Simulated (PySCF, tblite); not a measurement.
# C3H10B2Cl3N: geometry, infrared bands and NMR shifts, part 2 of 2

tblite 0.8.0 and PySCF 2.14.0. Atoms count from 0.

### Step 4. Nuclear shieldings: PBE0/pcSseg-1

The job: settings as JSON, then the geometry in Å.

```
{"job": {"kind": "nmr", "xc": "PBE0", "basis": "pcSseg-1"}, "charge": 0, "multiplicity": 1}
N     -1.884257     0.766890    -1.068171
B     -1.869368    -0.649462    -0.238990
Cl    -2.712050    -0.172215     1.341553
C     -0.312528    -1.043962    -0.019973
C      0.423388    -0.144479     0.982767
C      1.934430    -0.089925     0.712575
B      2.363639     0.688956    -0.594804
Cl     3.956524     0.579080    -1.236618
Cl     1.272476     1.742612    -1.420293
H     -2.534854     1.382211    -0.582007
H     -2.182934     0.639430    -2.029851
H     -0.948684     1.184375    -1.060839
H     -2.526441    -1.438561    -0.829169
H      0.193050    -0.985860    -0.989131
H     -0.208262    -2.080135     0.304650
H      0.022898     0.870362     0.953268
H      0.247202    -0.521241     1.989893
H      2.330458    -1.109101     0.697780
H      2.425506     0.390276     1.567466
```

Method: GIAO PBE0/pcSseg-1 NMR shielding, non-relativistic, gas phase.

What it wrote:

```text
coarse grid: 17568 points
cycle   1  E = -1604.6121642145  dE =  9.537e-01  |g| = 5.087e-01  |ddm| = 3.783e+00
cycle   2  E = -1604.6176622078  dE = -5.498e-03  |g| = 5.258e-01  |ddm| = 1.221e+00
cycle   3  E = -1604.6887309874  dE = -7.107e-02  |g| = 6.304e-02  |ddm| = 5.839e-01
cycle   4  E = -1604.6896422555  dE = -9.113e-04  |g| = 2.511e-02  |ddm| = 9.748e-02
cycle   5  E = -1604.6897852649  dE = -1.430e-04  |g| = 4.893e-03  |ddm| = 2.898e-02
cycle   6  E = -1604.6897901001  dE = -4.835e-06  |g| = 2.066e-03  |ddm| = 6.289e-03
final grid: 155992 points
cycle   7  E = -1604.7327438207  dE = -7.971e-05  |g| = 1.029e-02  |ddm| = 4.071e-02
cycle   8  E = -1604.7327325266  dE =  1.129e-05  |g| = 1.212e-02  |ddm| = 2.030e-02
cycle   9  E = -1604.7327687021  dE = -3.618e-05  |g| = 1.192e-03  |ddm| = 1.131e-02
cycle  10  E = -1604.7327689563  dE = -2.543e-07  |g| = 2.551e-04  |ddm| = 1.528e-03
cycle  11  E = -1604.7327689716  dE = -1.525e-08  |g| = 7.561e-05  |ddm| = 3.013e-04
cycle  12  E = -1604.7327689730  dE = -1.463e-09  |g| = 2.000e-05  |ddm| = 8.837e-05
cycle  13  E = -1604.7327689731  dE = -1.037e-10  |g| = 4.560e-06  |ddm| = 2.498e-05
converged SCF energy = -1604.7327689731

GIAO shielding tensors (ppm)
atom      isotropic    diamagn.    paramagn.     s11        s22        s33       span
  0 N      203.133     317.543    -114.411    162.900    215.172    231.325     68.426
  1 B      107.818     183.231     -75.413     96.016    111.196    116.242     20.227
  2 Cl     935.023    1148.871    -213.848    756.202    982.875   1065.991    309.789
  3 C      158.723     250.252     -91.529    139.649    159.606    176.913     37.264
  4 C      162.595     248.515     -85.920    155.893    157.873    174.019     18.126
  5 C      151.042     250.916     -99.874    128.461    155.058    169.607     41.146
  6 B       34.147     189.308    -155.162    -21.055     41.163     82.332    103.387
  7 Cl     651.437    1145.734    -494.297    347.067    723.333    883.911    536.844
  8 Cl     693.396    1148.989    -455.593    419.429    736.107    924.654    505.226
  9 H       28.564      29.151      -0.587     21.513     27.784     36.396     14.883
 10 H       28.411      28.253       0.157     22.697     24.077     38.459     15.762
 11 H       26.018      31.396      -5.378     15.945     22.000     40.109     24.164
 12 H       28.284      28.905      -0.621     25.513     27.402     31.936      6.423
 13 H       32.247      33.991      -1.744     28.976     32.659     35.106      6.130
 14 H       30.463      31.753      -1.291     26.376     28.447     36.565     10.189
 15 H       30.336      33.365      -3.029     27.121     30.756     33.132      6.011
 16 H       29.717      31.732      -2.015     23.265     30.180     35.707     12.442
 17 H       29.880      30.087      -0.207     25.115     30.239     34.287      9.172
 18 H       29.984      28.592       1.392     24.212     29.261     36.481     12.269
```

Run time: 96 s. Hardware: 1 thread of Arm Neoverse N1, shared host; peak memory 1.1 GiB.

Shifts follow as δ = σ(reference) − σ, with reference shieldings (ppm) from runs at the same level and on the same kind of geometry: ¹H TMS 31.72, ¹³C TMS 186.9, ¹⁵N NH3 267.7, ¹¹B BF3·OEt2 100.1, ³⁵Cl HCl 950. The references are single molecules in the gas phase, so shifts against H2O, NH3, PH3, H3PO4 or CFCl3 are not on the usual liquid scales and can be off by tens of ppm. Atoms listed in one row are averaged.

| atoms | environment | σ (ppm) | δ (ppm) | δ scaled to CDCl3 |
| --- | --- | --- | --- | --- |
| C5 | sp3 CH2 bonded to B | 151.0 | 35.9 | 33.1 |
| C3 | sp3 CH2 bonded to B | 158.7 | 28.2 | 25.6 |
| C4 | sp3 CH2 | 162.6 | 24.3 | 21.8 |
| H9, H10, H11 | hydrogen on a donor nitrogen of a Lewis adduct | 27.66 | 4.05 | – |
| H12 | hydrogen on a boron bonded to C, Cl, N | 28.28 | 3.43 | – |
| H16 | hydrogen on an sp3 CH2 | 29.72 | 2.00 | 1.99 |
| H17 | hydrogen on an sp3 CH2 bonded to B | 29.88 | 1.84 | 1.84 |
| H18 | hydrogen on an sp3 CH2 bonded to B | 29.98 | 1.73 | 1.74 |
| H15 | hydrogen on an sp3 CH2 | 30.34 | 1.38 | 1.41 |
| H14 | hydrogen on an sp3 CH2 bonded to B | 30.46 | 1.25 | 1.29 |
| H13 | hydrogen on an sp3 CH2 bonded to B | 32.25 | -0.53 | -0.39 |
| N0 | donor nitrogen of a Lewis adduct | 203.1 | 64.6 | – |
| B6 | boron bonded to C, 2 Cl | 34.1 | 65.9 | – |
| B1 | boron bonded to C, Cl, N, H | 107.8 | -7.7 | – |
| Cl7, Cl8 | chlorine bonded to B | 672 | 277 | – |
| Cl2 | chlorine bonded to B | 935 | 15 | – |

The scaled column applies a straight-line fit of computed shieldings to shifts measured in CDCl3, with any fitted terms for Cl, Br or S neighbours (root-mean-square error 0.16 ppm for H, 1.9 ppm for C).

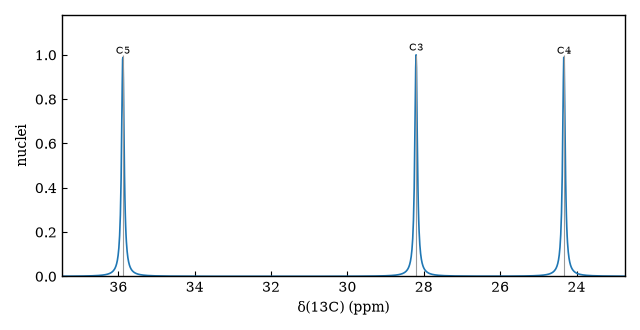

¹³C lines at the computed shifts, without couplings. Lines are broadened to a width of 0.08 ppm (Lorentzian).

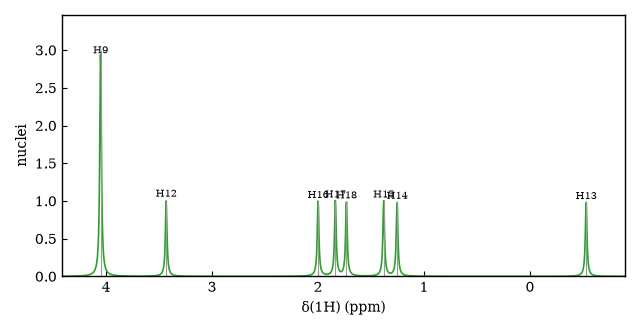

¹H lines at the computed shifts, without couplings. Lines are broadened to a width of 0.02 ppm (Lorentzian).

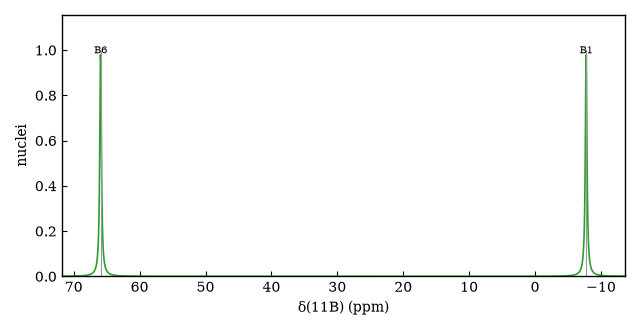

¹¹B lines at the computed shifts, without couplings. Lines are broadened to a width of 0.29 ppm (Lorentzian).

Charges from the same density, by scheme (e):

| atoms | Mulliken | IAO | Hirshfeld | ESP fit |
| --- | --- | --- | --- | --- |
| N0 | -0.36 | -0.44 | -0.09 | -0.63 |
| B1 | 0.21 | -0.02 | 0.04 | 0.27 |
| Cl2 | -0.37 | -0.27 | -0.19 | -0.36 |
| C3 | -0.43 | -0.39 | -0.16 | -0.36 |
| C4 | -0.23 | -0.24 | -0.08 | 0.31 |
| C5 | -0.41 | -0.42 | -0.15 | -0.30 |
| B6 | 0.46 | 0.16 | 0.18 | 0.33 |
| Cl7, Cl8 | -0.19 | -0.04 | -0.03 | -0.15 |

ESP fit charges:

N0 -0.63; B1 0.27; Cl2 -0.36; C3 -0.36; C4 0.31; C5 -0.30; B6 0.33; Cl7 -0.13; Cl8 -0.18; H9 0.32; H10 0.35; H11 0.34; H12 -0.15; H13 0.05; H14 0.09; H15 -0.08; H16 -0.02; H17 0.06; H18 0.08

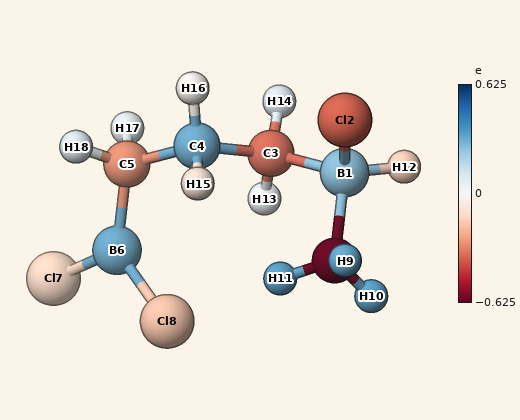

ESP fit charges, as colours on the atoms.

Mayer bond orders: N0–B1 0.61, B1–Cl2 0.93, B1–C3 0.94, C3–C4 1.01, C4–C5 1.05, C5–B6 1.04, B6–Cl7 1.19, B6–Cl8 1.07.

Orbitals, density, ELF and potential are computed afterwards from the orbital file.

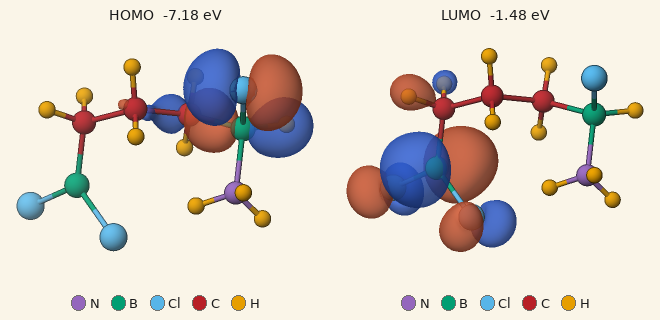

PBE0/pcSseg-1 orbitals near the gap, drawn at the value that encloses 70 % of each; the two colours are the two signs.

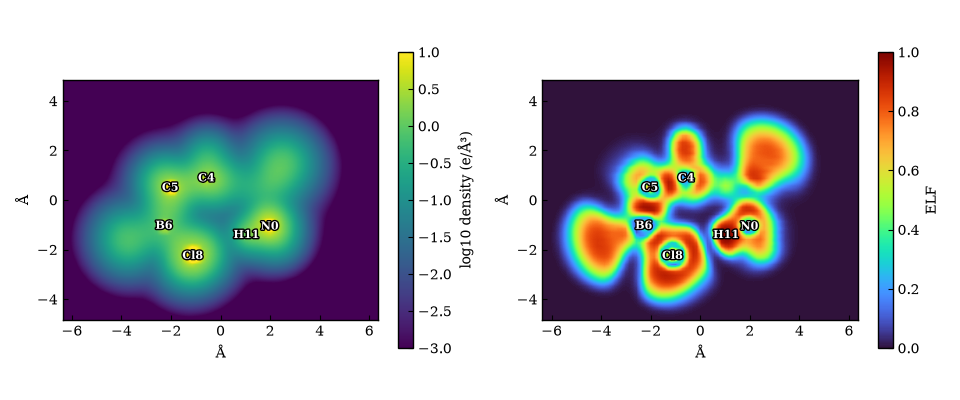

Density (left) and ELF (right) in a plane through or near 6 of the atoms.

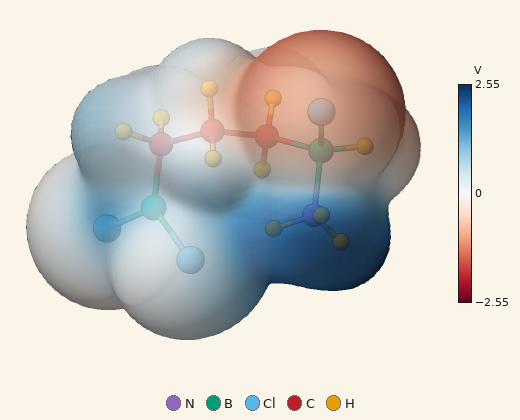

Electrostatic potential on the surface of density 0.002 e/bohr³; red is low, blue high. It runs, from the 1st to the 99th percentile, from -1.45 V near Cl2 to 2.55 V near H10.

### Step 5. Outcome

This closing draws on all 2 parts.

| quantity | value |
| --- | --- |
| strongest single infrared mode (GFN2-xTB) | 3268 cm⁻¹, 475 km/mol |
| zero-point energy (GFN2-xTB) | 88.9 kcal/mol |
| ¹³C shifts against TMS (PBE0/pcSseg-1) | 35.9, 28.2, 24.3 ppm |
| ¹H shifts against TMS (PBE0/pcSseg-1, means over atoms taken as alike) | 4.05, 3.43, 2.00, 1.84, 1.73, 1.38, 1.25, -0.53 ppm |
| ¹⁵N shifts against NH3 (PBE0/pcSseg-1) | 64.6 ppm |
| ¹¹B shifts against BF3·OEt2 (PBE0/pcSseg-1) | 65.9, -7.7 ppm |
| ³⁵Cl shifts against HCl (PBE0/pcSseg-1, means over atoms taken as alike) | 277, 15 ppm |
| surface potential, 1st and 99th percentile | -1.45 V and 2.55 V |

**Reading.** The optimisation took 260 steps and gained 1.405 eV; among the close pairs (by a distance rule), B6–Cl7 changed most, from 1.861 to 1.721 Å. All 51 modes are real, so the xTB geometry is a minimum. The strongest single mode, at 3268 cm⁻¹, moves mainly H11. Unscaled tight-binding wavenumbers are off by several per cent, some by more. Its intensities can rank the bands wrongly. At PBE0/pcSseg-1: The largest span, 521 ppm, is at Cl7, Cl8, where the paramagnetic term is -475 ppm. At PBE0/pcSseg-1, counted by nearest atom on the grid, the HOMO lies on Cl2 54 %; H12 15 %, the LUMO on B6 58 %; Cl7, Cl8 about 13 % each.
